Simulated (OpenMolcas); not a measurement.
## Single-point calculation of Ge$_{2}$H$_{6}$ (charge +1) (part 2 of 2)

Ge$_{2}$H$_{6}$, charge +1, multiplicity 2; ROMP2/6-31G*, ROHF (OpenMolcas 26.06). The geometry is that of the parent species in another charge or spin state. The geometry comes from this level: PBE0-D4/def2-TZVP.

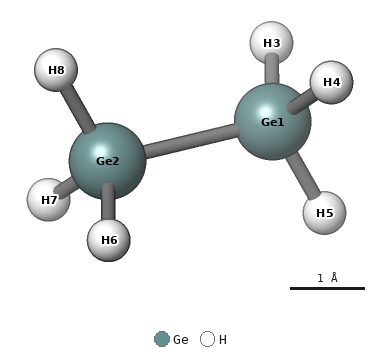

*The structure as given in the input (ball-and-stick view, seen at a tilt; atoms are numbered from 1 in the order of the input). Sticks mark near contacts.*

### Output, continued
```
                            H7                      H8
                     alpha        beta       alpha        beta
      1s           0.4763      0.4360      0.4763      0.4360
      2px          0.0000      0.0000      0.0000      0.0000
      2pz          0.0000      0.0000      0.0000      0.0000
      2py          0.0000      0.0000      0.0000      0.0000
      3d2+         0.0000      0.0000      0.0000      0.0000
      3d1+         0.0000      0.0000      0.0000      0.0000
      3d0          0.0000      0.0000      0.0000      0.0000
      3d1-         0.0000      0.0000      0.0000      0.0000
      3d2-         0.0000      0.0000      0.0000      0.0000
      Total        0.4763      0.4360      0.4763      0.4360
      Total              0.9123                  0.9123

      Charge            0.0877                  0.0877

      Total electronic charge=   69.000000

      Total            charge=    1.000000
--

++    Molecular orbitals:
      -------------------

      Title: Natural orbitals

      Molecular orbitals for symmetry species 1: a

          Orbital            1         2         3         4         5         6         7         8         9        10
          Energy         -405.4959 -405.4959  -52.4255  -52.4254  -46.5144  -46.5114  -46.5223  -46.5218  -46.5191  -46.5169
          Occ. No.          2.0000    2.0000    2.0000    2.0000    2.0000    2.0000    2.0000    2.0000    2.0000    2.0000

          Orbital           11        12        13        14        15        16        17        18        19        20
          Energy           -7.1438   -5.3388   -5.3368   -5.4210   -5.4206   -7.3462   -1.9594   -1.9597   -1.8790   -1.8790
          Occ. No.          2.0000    2.0000    2.0000    2.0000    2.0000    2.0000    2.0000    2.0000    2.0000    2.0000

          Orbital           21        22        23        24        25        26        27        28        29        30
          Energy           -5.7563   -5.4097   -1.8679   -1.8679   -2.0322   -1.8954   -1.8276   -1.8276   -0.7810   -0.7810
          Occ. No.          2.0000    2.0000    2.0000    2.0000    2.0000    2.0000    2.0000    2.0000    1.9999    1.9999

          Orbital           31        32        33        34        35        36        37        38        39        40
          Energy           -0.6967   -0.6967   -0.9133   -1.0050   -0.4990    0.2758    0.0407    0.3718    0.3718    0.1316
          Occ. No.          1.9999    1.9999    1.9991    1.9986    1.0000    0.0014    0.0009    0.0001    0.0001    0.0001

          Orbital           41        42        43        44        45        46        47        48        49        50
          Energy            0.1316    0.3109    0.3110    0.3046    0.3587    0.8666    0.8666    1.4883    3.5719    0.7617
          Occ. No.          0.0001    0.0000    0.0000    0.0000    0.0000    0.0000    0.0000    0.0000    0.0000    0.0000

          Orbital           51        52        53        54        55        56        57        58        59        60
          Energy            0.7617    1.5025    1.5027    2.5604    1.6310    1.6309    1.0599    1.0601    0.3427    0.3727
          Occ. No.          0.0000    0.0000    0.0000    0.0000    0.0000    0.0000    0.0000    0.0000    0.0000    0.0000

          Orbital           61        62        63        64        65        66        67        68        69
          Energy            0.2772    0.7880    1.8234    1.8232    2.0916    2.0916    0.7778    1.3737    3.0047
          Occ. No.          0.0000    0.0000    0.0000    0.0000    0.0000    0.0000    0.0000    0.0000    0.0000

--

++    Molecular properties:
      ---------------------

      Charge (e):
                      =    1.0000
      Dipole Moment (debye):
      Origin of the operator (angstrom)=   -0.0000   -0.0000   -0.0000
                   X=  3.4242E-06               Y= -1.1427E-06               Z= -1.1657E-06           Total=  3.7934E-06
      Center of Charge (angstrom)
                     X=    0.00000071               Y=   -0.00000024               Z=   -0.00000024
      Quadrupole Moment (debye*angstrom):
      Origin of the operator (angstrom)=   -0.0000   -0.0000   -0.0000
                  XX= -3.2040E+01              XY= -1.0947E+00              XZ=  3.9994E+00              YY= -3.3707E+01
                  YZ= -1.9810E+00              ZZ= -2.7012E+01
      In traceless form (debye*angstrom)
                  XX= -1.6797E+00              XY= -1.6420E+00              XZ=  5.9992E+00              YY= -4.1816E+00
                  YZ= -2.9715E+00              ZZ=  5.8613E+00
--

--- Stop Module: scf /rc=_RC_ALL_IS_WELL_ ---
--- Module scf spent 3 seconds ---

--- Start Module: rasscf ---

                                              &RASSCF

                       available to each process: 1.9 GB of memory, 1 thread

      Header of the ONEINT file:
      --------------------------

      OrdInt status: non-squared

      Cartesian coordinates in angstrom:
      -----------------------------------------------------
      No.  Label        X            Y            Z
      -----------------------------------------------------
       1   GE1       -0.56915000   0.28191000  -1.02995000
       2   GE2        0.56915000  -0.28191000   1.02995000
       3   H3        -0.36053000  -0.82523000  -2.07583000
       4   H4        -2.07747000   0.44232000  -0.78009000
       5   H5        -0.02321000   1.60197000  -1.59789000
       6   H6         0.36743000   0.82910000   2.07309000
       7   H7         2.07631000  -0.45046000   0.77849000
       8   H8         0.01747000  -1.59770000   1.60223000
      -----------------------------------------------------
      Nuclear repulsion energy =  323.37394020

++    Wave function specifications:
      -----------------------------

      Number of closed shell electrons          68
      Number of electrons in active shells       1
      Max number of holes in RAS1 space          0
      Max nr of electrons in RAS3 space          0
      Number of inactive orbitals               34
      Number of active orbitals                  1
      Number of secondary orbitals              41
      Spin quantum number                      0.5
      State symmetry                             1
--

++    Orbital specifications:
      -----------------------

      Symmetry species                           1
                                                 a
      Frozen orbitals                            0
      Inactive orbitals                         34
      Active orbitals                            1
      RAS1 orbitals                              0
      RAS2 orbitals                              1
      RAS3 orbitals                              0
      Secondary orbitals                        41
      Deleted orbitals                           0
      Number of basis functions                 76
--

++    CI expansion specifications:
      ----------------------------

      Number of CSFs                             1
      Number of determinants                     1
      Number of root(s) required                 1
      Root chosen for geometry opt.              1
      CI root used                               1

      highest root included in the CI            1
      max. size of the explicit Hamiltonian      1
--

++    Optimization specifications:
      ----------------------------

      RASSCF algorithm: Conventional
      Maximum number of macro iterations       200
      Maximum number of SX iterations          100
      Threshold for RASSCF energy            1.000E-08
      Threshold for max MO rotation          1.000E-01
      Threshold for max BLB element          1.000E-04
      Level shift parameter                  5.000E-01
      Make Quasi-Newton update
--

      The MO-coefficients are taken from the file:
      test.UnaOrb
      Title:UHF natural orbitals

      Total molecular charge    1.00

      ************************************************************************************************************************
      *                                            Wave function control section                                             *
      ************************************************************************************************************************

                                         RASSCF iterations: Energy and convergence statistics
                                         ----------------------------------------------------

          iter iter root      energy       change     param      element    value   shift minimum  type update hh:mm:ss
 Nr of preliminary CI iterations:   1
      Total energies have been shifted. Add                -4000.00 au
        1   1    9    1  -153.27008057    0.00E+00   4.13E-03   34  35 1 -3.29E-03*  0.30   0.00    SX    NO    0:00:00
        2   1    9    1  -153.27010665   -2.61E-05*  2.29E-03   34  35 1 -1.82E-03*  0.30   0.00    SX    NO    0:00:00
        3   1    9    1  -153.27011519   -8.54E-06*  1.33E-03   34  35 1 -1.06E-03*  0.30   0.00    SX    NO    0:00:00
        4   1    9    1  -153.27011811   -2.92E-06*  7.79E-04   34  35 1 -6.20E-04*  0.30   0.00    SX    NO    0:00:00
        5   1    8    1  -153.27011912   -1.01E-06*  1.11E-03   34  35 1 -3.63E-04*  0.30   2.42    LS   YES    0:00:00
        6   1    7    1  -153.27011965   -5.31E-07*  1.17E-05   33  37 1  2.31E-05   0.30   1.00    QN   YES    0:00:00
        7   1    6    1  -153.27011965   -2.06E-09  -9.06E-06   33  37 1  9.98E-06   0.30   1.25    QN   YES    0:00:00
      Convergence after  7 iterations
        8   1    6    1  -153.27011965   -5.70E-10  -9.06E-06   33  45 1 -1.52E-06   0.30   1.25    QN   YES    0:00:00

      ************************************************************************************************************************
                                                      Wave function printout:
                       occupation of active orbitals, and spin coupling of open shells (u,d: Spin up or down)
      ************************************************************************************************************************

      Note: transformation to natural orbitals
      has been made, which may change the order of the CSFs.

      printout of CI-coefficients larger than  0.05 for root  1
      energy=   -4153.270120
      conf/sym  1     Coeff  Weight
             1  u   1.00000 1.00000

      Natural orbitals and occupation numbers for root  1
      sym 1:   1.000000

      ************************************************************************************************************************
      *                                                    Final results                                                     *
      ************************************************************************************************************************

++    Final optimization conditions:
      ------------------------------

      Average CI energy                           -4153.27011965
      RASSCF energy for state  1                  -4153.27011965
      Super-CI energy                                -0.00000000
      RASSCF energy change                           -0.00000000
      Max change in MO coefficients               1.854E-05
      Max non-diagonal density matrix element    -9.058E-06
      Maximum BLB matrix element                 -1.521E-06
      (orbital pair  33,  45 in symmetry   1)
      Norm of electronic gradient            4.775E-06
--

      Final state energy(ies):
      ------------------------

::    RASSCF root number  1 Total energy:  -4153.27011965
      Von Neumann Entropy (Root   1) =  0.50000

      Mulliken population analysis for root number:  1
      -----------------------------------------------

++    Molecular charges:
      ------------------

      Mulliken charges per centre
      ---------------------------

                GE1     GE2     H3      H4      H5      H6      H7      H8
      Total   31.7611 31.7611  0.9130  0.9130  0.9130  0.9130  0.9130  0.9130

      N-E      0.2389  0.2389  0.0870  0.0870  0.0870  0.0870  0.0870  0.0870

      Total electronic charge=   69.000000

      Total            charge=    1.000000
--

      Expectation values of various properties for root number:  1
      -----------------------------------------------------------

++    Molecular properties:
      ---------------------

      Charge (e):
                      =    1.0000
      Dipole Moment (debye):
      Origin of the operator (angstrom)=   -0.0000   -0.0000   -0.0000
                   X=  3.0773E-06               Y= -1.6457E-06               Z= -1.1604E-06           Total=  3.6776E-06
      Center of Charge (angstrom)
                     X=    0.00000064               Y=   -0.00000034               Z=   -0.00000024
      Quadrupole Moment (debye*angstrom):
      Origin of the operator (angstrom)=   -0.0000   -0.0000   -0.0000
                  XX= -3.2056E+01              XY= -1.0900E+00              XZ=  3.9824E+00              YY= -3.3717E+01
                  YZ= -1.9726E+00              ZZ= -2.7050E+01
      In traceless form (debye*angstrom)
                  XX= -1.6726E+00              XY= -1.6350E+00              XZ=  5.9736E+00              YY= -4.1637E+00
                  YZ= -2.9588E+00              ZZ=  5.8363E+00
--

      Mulliken spin population analysis for root number:  1
      ---------------------------------------------------

++    Molecular charges:
      ------------------

      Mulliken spin population per centre
      ---------------------------

                GE1     GE2     H3      H4      H5      H6      H7      H8
      Total    0.4348  0.4348  0.0217  0.0218  0.0217  0.0217  0.0218  0.0217

      Total electronic spin=    1.000000
--

      Canonical orbitals are written to the RASORB file
      Natural orbitals for root   1 are written to the RASORB.1 file
      Spin density orbitals for root   1 are written to the SPDORB.1 file

--- Stop Module: rasscf /rc=_RC_ALL_IS_WELL_ ---
--- Module rasscf spent 2 seconds ---

--- Start Module: caspt2 ---

                                              &CASPT2

                       available to each process: 1.9 GB of memory, 1 thread

 ###############################################################################
 ###    WARNING: User changed nr of frozen orbitals.                         ###
 ###############################################################################

++    Wave function specifications:
      -----------------------------

      Number of closed shell electrons          32
      Number of electrons in active shells       1
      Max number of holes in RAS1 space          0
      Max number of electrons in RAS3 space      0
      Number of inactive orbitals               16
      Number of active orbitals                  1
      Number of secondary orbitals              41
      Spin quantum number                      0.5
      State symmetry                             1
      Number of CSFs                             1
      Number of CASSCF root(s) available         1
      CASPT2 state passed to geometry opt.       1
      A file JOBMIX will be created
      This is a high spin open shell RHF reference function
--

++    Orbital specifications:
      -----------------------

      Symmetry species                           1
                                                 a
      Frozen orbitals                           18
      Inactive orbitals                         16
      Active orbitals                            1
      Secondary orbitals                        41
      Deleted orbitals                           0
      Number of basis functions                 76
--

++    CASPT2 specifications:
      ----------------------

      Type of calculation                        SS-CASPT2
      Fock operator                              state-specific
      IPEA shift                                 0.00
      Real shift                                 0.00
      Imaginary shift                            0.00
      The input orbitals will be transformed to quasi-canonical
--

--------------------------------------------------------------------------------
 Estimated memory requirements:
  POLY3 :                   250022
  RHS:                      373824
  SIGMA :                   484192
  PRPCTL:                        0
 Available workspace:    232488709

++ CASPT2 computation for group   1

********************************************************************************
 Multi-State initialization phase begins for group   1
--------------------------------------------------------------------------------
********************************************************************************
 Compute H0 matrices for state    1
--------------------------------------------------------------------------------
--------------------------------------------------------------------------------
 H0 matrices have been computed.

********************************************************************************
  CASPT2 EQUATION SOLUTION
--------------------------------------------------------------------------------

  Total nr of CASPT2 parameters:
   Before reduction:      255254
   After  reduction:      254257

 Variance of |WF0>:       3.3890106003

 The contributions to the second order correlation energy in atomic units.
-----------------------------------------------------------------------------------------------------------------------------
  IT.      VJTU        VJTI        ATVX        AIVX        VJAI        BVAT        BJAT        BJAI        TOTAL       RNORM
-----------------------------------------------------------------------------------------------------------------------------
   1    -0.000000    0.000000   -0.000000   -0.003737   -0.014371    0.000000   -0.023372   -0.444938   -0.486418    0.000546
   2    -0.000000    0.000000   -0.000000   -0.003761   -0.014380    0.000000   -0.023377   -0.444947   -0.486465    0.000038
   3    -0.000000    0.000000   -0.000000   -0.003762   -0.014380    0.000000   -0.023377   -0.444947   -0.486465    0.000002
-----------------------------------------------------------------------------------------------------------------------------

  FINAL CASPT2 RESULT:

      Reference energy:       -4153.2701196533
      E2 (Non-variational):      -0.4864645239
      E2 (Variational):          -0.4864645250
      Total energy:           -4153.7565841783
      Residual norm:              0.0000000678
      Reference weight:           0.89178

      Contributions to the CASPT2 correlation energy
      Active & Virtual Only:         -0.0000000020
      One Inactive Excited:          -0.0271386344
      Two Inactive Excited:          -0.4593258876

++ Denominators, etc.
--------------------------------------------------------------------------------------------------------------
 Report on small energy denominators, large coefficients, and large energy contributions.
CASE  SYMM ACTIVE-MIX  NON-ACTIVE INDICES          DENOMINATOR     RHS VALUE       COEFFICIENT     CONTRIBUTION
VJTU     1  Mu1.0001  In1.031                       0.20589711     -0.00000000     -0.00000003      0.00000000
VJTU     1  Mu1.0001  In1.032                       0.20589625     -0.00000000     -0.00000004      0.00000000
VJTU     1  Mu1.0001  In1.033                       0.17127316     -0.00000001     -0.00000002      0.00000000
VJTU     1  Mu1.0001  In1.034                       0.17127169     -0.00000006     -0.00000008      0.00000000
--

   (Skipping property calculation,
    use PROP keyword to activate)
--

  Total CASPT2 energies:
::    CASPT2 Root  1     Total energy:  -4153.75658418

  A NEW JOBIPH FILE NAMED 'JOBMIX' IS PREPARED.
********************************************************************************
--- Stop Module: caspt2 /rc=_RC_ALL_IS_WELL_ ---

.##################.
.# Happy landing! #.
.##################.

    Timing: Wall=8.74 User=7.14 System=1.58
```

This output came from the following input.

### Input
```
&GATEWAY
BASLIB = $CurrDir
COORD
8
angstrom
Ge      -0.569150       0.281910      -1.029950
Ge       0.569150      -0.281910       1.029950
H       -0.360530      -0.825230      -2.075830
H       -2.077470       0.442320      -0.780090
H       -0.023210       1.601970      -1.597890
H        0.367430       0.829100       2.073090
H        2.076310      -0.450460       0.778490
H        0.017470      -1.597700       1.602230
BASIS = 6-31Gs
GROUP = NoSym
&SEWARD
&SCF
UHF
CHARGE = 1
SPIN = 2
THRESHOLDS = 1e-10 1e-07 1e-07 1e-05
PRORBITALS = 1 1
&RASSCF
FILEORB = $Project.UnaOrb
SPIN = 2
NACTEL = 1 0 0
INACTIVE = 34
RAS2 = 1
OUTORBITALS = Canonical
ORBLISTING = Nothing
&CASPT2
IPEA = 0.0
FROZEN = 18
```

Run as:
```bash
export MOLCAS_MEM=1860
pymolcas test.input > test.log
```

### Results in brief

- outcome: converged
- total energy: −4153.756584 hartree
- SCF energy: −4153.270120 hartree
- correlation energy: −0.486465 hartree
- basis functions: 76
- hardware: 1 thread of Arm Neoverse V1, 24 GiB of memory available, shared host
- wall time: 9 s
- peak memory: 0.43 GiB
